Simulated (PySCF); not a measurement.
**C2H2FS−: electronic excitations at several levels of theory**

How much do the electronic excitations of C2H2FS− (`C=C(F)[S-]`) depend on the level of theory, and what does each level cost?

The runs use PySCF 2.14.0, with density-fitted response routines of our own; the level of theory stands in each step. All values are computed, except where a source is named. Atoms are numbered from 0 throughout.

## Step 1: The starting structure

6 atoms, charge -1, multiplicity 1; geometry from: GFN2-xTB.

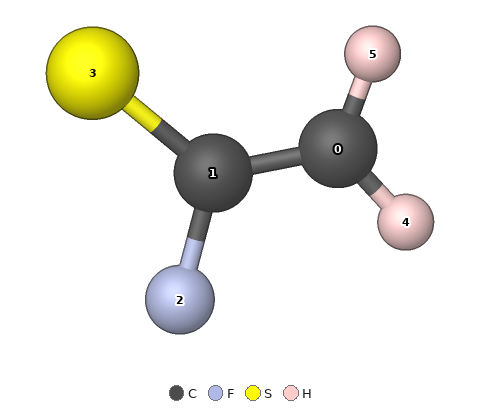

As it starts; carbon dark grey, fluorine light blue, sulfur yellow, hydrogen pink, atoms numbered; sticks join atoms by distance.

## Step 2: Geometry optimisation at PBE0-D3(BJ)/def2-SVP

The job: settings as JSON, then the geometry in Å.

```
{"job": {"xc": "PBE0", "basis": "def2-SVP", "d3": "d3bj", "grid": 1, "kind": "geom"}, "charge": -1, "multiplicity": 1}
C     -0.726617    -0.194512    -0.113754
C      0.549895     0.161368     0.081584
F      0.755101     1.532112     0.266718
S      1.926776    -0.806574     0.133724
H     -1.519960     0.535908    -0.123927
H     -0.982073    -1.226310    -0.265920
```

What it wrote:

```text
step   0  E = -574.87558781  max force = 0.016413
step   1  E = -574.87656381  max force = 0.005600
step   2  E = -574.87632517  max force = 0.011982
step   3  E = -574.87699118  max force = 0.001064
step   4  E = -574.87695408  max force = 0.002141
step   5  E = -574.87700192  max force = 0.000766
step   6  E = -574.87700544  max force = 0.000099
optimisation converged
```

Wall time 8.7 s (1 thread, shared host).

The steps of the relaxation: (the energy doesn't fall at every step)

```
step  energy from step 0 (eV)  largest force component (eV/Å)
   0                   0.0000                          0.8440
   1                  -0.0266                          0.2880
   2                  -0.0201                          0.6161
   3                  -0.0382                          0.0547
   4                  -0.0372                          0.1101
   5                  -0.0385                          0.0394
   6                  -0.0386                          0.0051
```

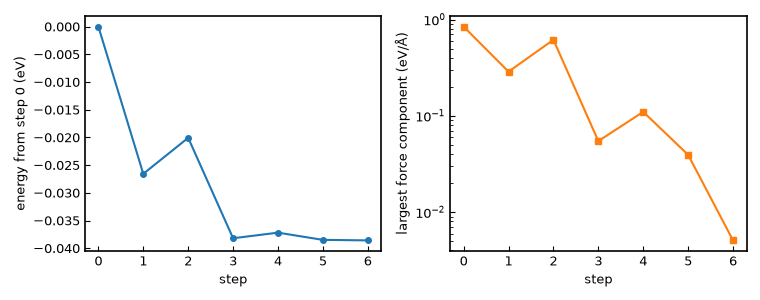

Energy and force, step by step.

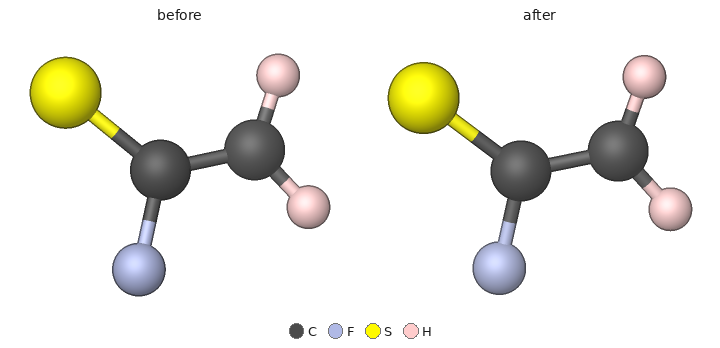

The geometry before (left) and after (right).

Distances of close pairs at the start and the end, largest changes first:

```
 bond  before (Å)  after (Å)  change (Å)
C0–C1       1.340      1.360      +0.020
C0–H5       1.074      1.090      +0.016
C0–H4       1.078      1.094      +0.016
C1–F2       1.398      1.383      -0.016
C1–S3       1.684      1.697      +0.013
```

The next job starts from the end point, and lists it.

| at the end point | value |
| --- | --- |
| point group (found at 0.08 Å tolerance) | Cs |
| rotational constants (GHz, main isotopes) | 11.046, 4.971, 3.428 |

## Step 3: Ultraviolet spectrum: PBE0/aug-cc-pVDZ

The job: settings as JSON, then the geometry in Å.

```
{"job": {"kind": "uv", "xc": "PBE0", "basis": "aug-cc-pVDZ"}, "charge": -1, "multiplicity": 1}
C     -0.692177    -0.197733    -0.094904
C      0.617737     0.165932    -0.069973
F      0.805720     1.523944    -0.250000
S      2.031904    -0.748054     0.142968
H     -1.472392     0.554702    -0.246377
H     -0.968901    -1.243693     0.036877
```

Level: TDDFT PBE0/aug-cc-pVDZ, vertical, gas phase, core orbitals frozen in the response.

What it wrote:

```text
coarse grid: 6128 points
cycle   1  E = -575.0950865764  dE =  3.486e-01  |g| = 5.267e-01  |ddm| = 5.318e+00
cycle   2  E = -575.0779544616  dE =  1.713e-02  |g| = 6.508e-01  |ddm| = 2.233e+00
cycle   3  E = -575.1688399943  dE = -9.089e-02  |g| = 8.547e-02  |ddm| = 1.092e+00
cycle   4  E = -575.1706476025  dE = -1.808e-03  |g| = 2.169e-02  |ddm| = 1.925e-01
cycle   5  E = -575.1707706952  dE = -1.231e-04  |g| = 4.949e-03  |ddm| = 5.073e-02
cycle   6  E = -575.1707748524  dE = -4.157e-06  |g| = 2.486e-03  |ddm| = 9.949e-03
final grid: 56512 points
cycle   7  E = -575.1795148267  dE = -5.602e-06  |g| = 9.100e-03  |ddm| = 8.584e-02
cycle   8  E = -575.1794764659  dE =  3.836e-05  |g| = 1.452e-02  |ddm| = 4.510e-02
cycle   9  E = -575.1795387913  dE = -6.233e-05  |g| = 5.871e-04  |ddm| = 2.729e-02
cycle  10  E = -575.1795388940  dE = -1.027e-07  |g| = 1.543e-04  |ddm| = 1.424e-03
cycle  11  E = -575.1795388997  dE = -5.635e-09  |g| = 8.254e-05  |ddm| = 4.304e-04
cycle  12  E = -575.1795389017  dE = -1.971e-09  |g| = 2.039e-05  |ddm| = 1.631e-04
cycle  13  E = -575.1795389018  dE = -1.027e-10  |g| = 5.541e-06  |ddm| = 5.122e-05
converged SCF energy = -575.1795389018

Static polarisability (au): isotropic 69.269, principal 52.197 60.175 95.436

Singlet excitations
state   eV       nm        f      main configurations
  1   2.9025    427.2   0.00251   H->L 0.98
  2   3.4116    363.4   0.00378   H->L+1 0.98
  3   3.5698    347.3   0.02061   H-1->L 0.95
  4   3.9509    313.8   0.03888   H->L+2 0.99
  5   4.0144    308.8   0.02120   H-1->L+1 0.91
  6   4.1607    298.0   0.20678   H->L+3 0.94
  7   4.3903    282.4   0.00097   H-1->L+3 0.90
  8   4.3953    282.1   0.00188   H->L+4 0.92
  9   4.4564    278.2   0.03318   H-1->L+2 0.93
 10   4.9712    249.4   0.04259   H-1->L+4 0.94

Triplet excitations (Tamm-Dancoff, eV): 2.8541 3.3168 3.3912 3.5280
```

It took 5.1 s on 1 thread, shared host.

The orbitals next to the gap, with their largest atomic shares:

```
orbital     eV                      atoms
 HOMO−3  -4.63  S3 48 %, C1 21 %, F2 20 %
 HOMO−2  -3.20  C1 32 %, S3 25 %, C0 24 %
 HOMO−1  -1.05           S3 82 %, C1 11 %
   HOMO  -0.51  S3 54 %, C0 26 %, C1 14 %
   LUMO   3.24   H4 62 %, H5 28 %, C0 8 %
 LUMO+1   3.69  H5 52 %, H4 21 %, C0 16 %
 LUMO+2   4.40  S3 38 %, C0 35 %, C1 21 %
```

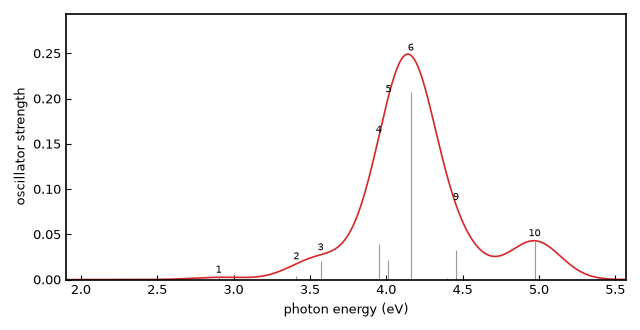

Absorption spectrum from the 10 singlet states computed; above the last one it falls off for lack of states. Lines are broadened to a width of 0.40 eV (Gaussian).

Further results of this job:

| property | computed |
| --- | --- |
| polarisability (Å³) | 10.26 |
| HOMO–LUMO gap (eV) | 3.76 |
| −ε(HOMO) (eV) | 0.51 |

## Step 4: Ultraviolet spectrum: PBE0/aug-cc-pVTZ

Same as in step 3 but for these lines:

```diff
@@ -1,2 +1,2 @@
-{"job": {"kind": "uv", "xc": "PBE0", "basis": "aug-cc-pVDZ"}, "charge": -1, "multiplicity": 1}
+{"job": {"kind": "uv", "xc": "PBE0", "basis": "aug-cc-pVTZ"}, "charge": -1, "multiplicity": 1}
 C     -0.692177    -0.197733    -0.094904
```

With the program's defaults for keys left out, this is: TDDFT PBE0/aug-cc-pVTZ, vertical, gas phase, core orbitals frozen in the response.

What it wrote:

```text
coarse grid: 6128 points
cycle   1  E = -575.1503062521  dE =  3.333e-01  |g| = 5.650e-01  |ddm| = 4.745e+00
cycle   2  E = -575.1301813728  dE =  2.012e-02  |g| = 7.241e-01  |ddm| = 2.154e+00
cycle   3  E = -575.2289022496  dE = -9.872e-02  |g| = 8.546e-02  |ddm| = 1.071e+00
cycle   4  E = -575.2304118959  dE = -1.510e-03  |g| = 3.593e-02  |ddm| = 1.669e-01
cycle   5  E = -575.2307050503  dE = -2.932e-04  |g| = 4.483e-03  |ddm| = 5.015e-02
cycle   6  E = -575.2307077739  dE = -2.724e-06  |g| = 3.167e-03  |ddm| = 1.059e-02
cycle   7  E = -575.2307103137  dE = -2.540e-06  |g| = 3.695e-04  |ddm| = 5.096e-03
final grid: 56512 points
cycle   8  E = -575.2356229954  dE = -3.616e-05  |g| = 7.862e-03  |ddm| = 1.862e-01
cycle   9  E = -575.2356016815  dE =  2.131e-05  |g| = 1.192e-02  |ddm| = 2.780e-02
cycle  10  E = -575.2356365722  dE = -3.489e-05  |g| = 7.959e-04  |ddm| = 1.644e-02
cycle  11  E = -575.2356367529  dE = -1.807e-07  |g| = 1.847e-04  |ddm| = 1.415e-03
cycle  12  E = -575.2356367613  dE = -8.406e-09  |g| = 6.105e-05  |ddm| = 3.835e-04
cycle  13  E = -575.2356367621  dE = -7.583e-10  |g| = 2.960e-05  |ddm| = 1.185e-04
converged SCF energy = -575.2356367621

Static polarisability (au): isotropic 72.337, principal 55.880 63.243 97.888

Singlet excitations
state   eV       nm        f      main configurations
  1   2.7379    452.8   0.00228   H->L 0.98
  2   3.2016    387.3   0.00301   H->L+1 0.98
  3   3.3927    365.4   0.01765   H-1->L 0.94
  4   3.6352    341.1   0.03269   H->L+2 0.99
  5   3.7878    327.3   0.01600   H-1->L+1 0.90
  6   3.9183    316.4   0.16105   H->L+3 0.95
  7   4.0734    304.4   0.00062   H->L+4 0.99
  8   4.1405    299.4   0.02753   H-1->L+2 0.92
  9   4.2628    290.9   0.00150   H-1->L+3 0.94
 10   4.6307    267.7   0.02919   H-1->L+4 0.95

Triplet excitations (Tamm-Dancoff, eV): 2.7006 3.1872 3.2522 3.3605
```

Wall time 14 s (1 thread, shared host).

Key values: HOMO -0.52 eV, LUMO 3.02 eV; lowest singlet 2.74 eV.

## Step 5: Excited states and response: PBE0/def2-TZVPD

Same as in step 4 but for these lines:

```diff
@@ -1,2 +1,2 @@
-{"job": {"kind": "uv", "xc": "PBE0", "basis": "aug-cc-pVTZ"}, "charge": -1, "multiplicity": 1}
+{"job": {"kind": "uv", "xc": "PBE0", "basis": "def2-TZVPD"}, "charge": -1, "multiplicity": 1}
 C     -0.692177    -0.197733    -0.094904
```

Level: TDDFT PBE0/def2-TZVPD, vertical, gas phase, core orbitals frozen in the response.

What it wrote:

```text
coarse grid: 6128 points
cycle   1  E = -575.1536346495  dE =  3.308e-01  |g| = 5.676e-01  |ddm| = 2.082e+00
cycle   2  E = -575.1342208778  dE =  1.941e-02  |g| = 7.269e-01  |ddm| = 1.402e+00
cycle   3  E = -575.2322742689  dE = -9.805e-02  |g| = 8.840e-02  |ddm| = 6.126e-01
cycle   4  E = -575.2338520843  dE = -1.578e-03  |g| = 3.888e-02  |ddm| = 1.240e-01
cycle   5  E = -575.2341797546  dE = -3.277e-04  |g| = 4.053e-03  |ddm| = 3.706e-02
cycle   6  E = -575.2341810438  dE = -1.289e-06  |g| = 3.575e-03  |ddm| = 7.086e-03
cycle   7  E = -575.2341843484  dE = -3.305e-06  |g| = 3.158e-04  |ddm| = 3.462e-03
final grid: 56512 points
cycle   8  E = -575.2362391118  dE = -3.148e-05  |g| = 7.781e-03  |ddm| = 9.279e-02
cycle   9  E = -575.2362196781  dE =  1.943e-05  |g| = 1.130e-02  |ddm| = 1.462e-02
cycle  10  E = -575.2362514791  dE = -3.180e-05  |g| = 1.005e-03  |ddm| = 9.247e-03
cycle  11  E = -575.2362517637  dE = -2.846e-07  |g| = 1.654e-04  |ddm| = 1.116e-03
cycle  12  E = -575.2362517698  dE = -6.072e-09  |g| = 6.169e-05  |ddm| = 2.402e-04
cycle  13  E = -575.2362517706  dE = -8.305e-10  |g| = 2.945e-05  |ddm| = 8.367e-05
converged SCF energy = -575.2362517706

Static polarisability (au): isotropic 70.031, principal 52.765 62.530 94.798

Singlet excitations
state   eV       nm        f      main configurations
  1   3.6068    343.8   0.00770   H->L 0.88, H->L+1 0.11
  2   3.7556    330.1   0.01291   H->L+1 0.87, H->L 0.11
  3   4.0402    306.9   0.08443   H->L+2 0.69, H-1->L 0.30
  4   4.0659    304.9   0.08223   H-1->L 0.69, H->L+2 0.30
  5   4.1616    297.9   0.00112   H->L+3 0.95
  6   4.3426    285.5   0.00030   H-1->L+2 0.92
  7   4.4330    279.7   0.01758   H-1->L+1 0.97
  8   4.6670    265.7   0.01240   H->L+4 0.97
  9   4.7297    262.1   0.04221   H-1->L+3 0.94
 10   5.2790    234.9   0.00465   H->L+6 0.97

Triplet excitations (Tamm-Dancoff, eV): 3.3050 3.5254 3.6901 3.9532
```

Run time: 9.2 s. Hardware: 1 thread, shared host.

This run: HOMO -0.49 eV, LUMO 4.03 eV; lowest singlet 3.61 eV.

## Step 6: Excited states and response: PBE0/6-31+G*

Same as in step 5 but for these lines:

```diff
@@ -1,2 +1,2 @@
-{"job": {"kind": "uv", "xc": "PBE0", "basis": "def2-TZVPD"}, "charge": -1, "multiplicity": 1}
+{"job": {"kind": "uv", "xc": "PBE0", "basis": "6-31+G*"}, "charge": -1, "multiplicity": 1}
 C     -0.692177    -0.197733    -0.094904
```

With the program's defaults for keys left out, this is: TDDFT PBE0/6-31+G*, vertical, gas phase, core orbitals frozen in the response.

What it wrote:

```text
coarse grid: 6128 points
cycle   1  E = -575.0904374059  dE =  3.427e-01  |g| = 5.202e-01  |ddm| = 2.539e+00
cycle   2  E = -575.0752756303  dE =  1.516e-02  |g| = 6.358e-01  |ddm| = 1.862e+00
cycle   3  E = -575.1647897333  dE = -8.951e-02  |g| = 8.248e-02  |ddm| = 9.166e-01
cycle   4  E = -575.1664823206  dE = -1.693e-03  |g| = 1.901e-02  |ddm| = 1.566e-01
cycle   5  E = -575.1665793161  dE = -9.700e-05  |g| = 3.666e-03  |ddm| = 3.695e-02
cycle   6  E = -575.1665814484  dE = -2.132e-06  |g| = 2.165e-03  |ddm| = 9.626e-03
final grid: 56512 points
cycle   7  E = -575.1378070716  dE = -4.866e-06  |g| = 8.812e-03  |ddm| = 3.834e-02
cycle   8  E = -575.1377743076  dE =  3.276e-05  |g| = 1.372e-02  |ddm| = 3.032e-02
cycle   9  E = -575.1378296404  dE = -5.533e-05  |g| = 4.613e-04  |ddm| = 2.133e-02
cycle  10  E = -575.1378297074  dE = -6.696e-08  |g| = 1.041e-04  |ddm| = 1.386e-03
cycle  11  E = -575.1378297101  dE = -2.784e-09  |g| = 4.295e-05  |ddm| = 3.235e-04
cycle  12  E = -575.1378297106  dE = -5.072e-10  |g| = 1.836e-05  |ddm| = 1.500e-04
converged SCF energy = -575.1378297106

Static polarisability (au): isotropic 61.687, principal 44.024 51.784 89.254

Singlet excitations
state   eV       nm        f      main configurations
  1   3.6340    341.2   0.00167   H->L 0.99
  2   4.2181    293.9   0.21105   H->L+1 0.93
  3   4.3200    287.0   0.03575   H->L+2 0.98
  4   4.3518    284.9   0.07055   H-1->L 0.90
  5   4.4463    278.8   0.00147   H-1->L+1 0.97
  6   4.6483    266.7   0.00155   H->L+3 0.92
  7   4.7915    258.8   0.00000   H->L+4 0.92
  8   4.8636    254.9   0.05173   H-1->L+2 0.78, H-1->L+3 0.16
  9   5.2343    236.9   0.04663   H-1->L+3 0.78, H-1->L+2 0.15
 10   5.3816    230.4   0.01308   H->L+5 0.99

Triplet excitations (Tamm-Dancoff, eV): 3.3529 3.5427 4.2293 4.2506
```

It took 3.3 s on 1 thread, shared host.

In short: HOMO -0.49 eV, LUMO 4.16 eV; lowest singlet 3.63 eV.

## Step 7: Side by side: electronic excitations

Excitations and ground-state properties, with basis size and wall time:

```csv
run,lowest singlet (eV),brightest (eV),f,gap (eV),α (Å³),functions,time
PBE0/aug-cc-pVDZ,2.90,4.16,0.207,3.76,10.26,114,5.1 s
PBE0/aug-cc-pVTZ,2.74,3.92,0.161,3.54,10.72,234,14 s
PBE0/def2-TZVPD,3.61,4.04,0.084,4.52,10.38,178,9.2 s
PBE0/6-31+G*,3.63,4.22,0.211,4.65,9.14,80,3.3 s
```

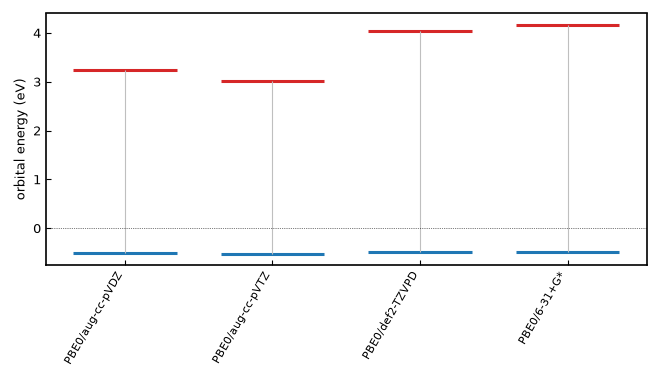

HOMO (blue) and LUMO (red) run by run.

## Step 8: Results

| quantity | value |
| --- | --- |
| point group | Cs |
| rotational constants (main isotopes) | 11.05, 4.97, 3.43 GHz |
| lowest singlet (PBE0/aug-cc-pVDZ) | 2.90 eV (427 nm), f = 0.003 |
| brightest single state of those computed | state 6, 4.16 eV, f = 0.207 |
| lowest triplet | 2.85 eV |
| range of the lowest singlet | 2.74 to 3.63 eV |

**Reading.** Single values in the summary come from the first run of each kind that ended normally (PBE0/aug-cc-pVDZ), which need not be the best level. The optimisation took 6 steps and gained 0.039 eV; among the close pairs (by a distance rule), C0–C1 changed most, from 1.340 to 1.360 Å. The first singlet state (HOMO→LUMO 0.98) lies at 2.90 eV and is weak; of the 10 states computed, the strongest absorption comes from state 6 at 4.16 eV. The lowest triplet lies 0.05 eV below the lowest singlet (triplets in Tamm-Dancoff, singlets in full TDDFT). The lowest singlet lies above −ε(HOMO); no detachment energy was computed, so the anion's states may not be bound. The lowest singlet runs from 2.74 eV (PBE0/aug-cc-pVTZ) to 3.63 eV (PBE0/6-31+G*), while the orbital gap spans 3.54 to 4.65 eV. The lowest state need not be the same one in every run.
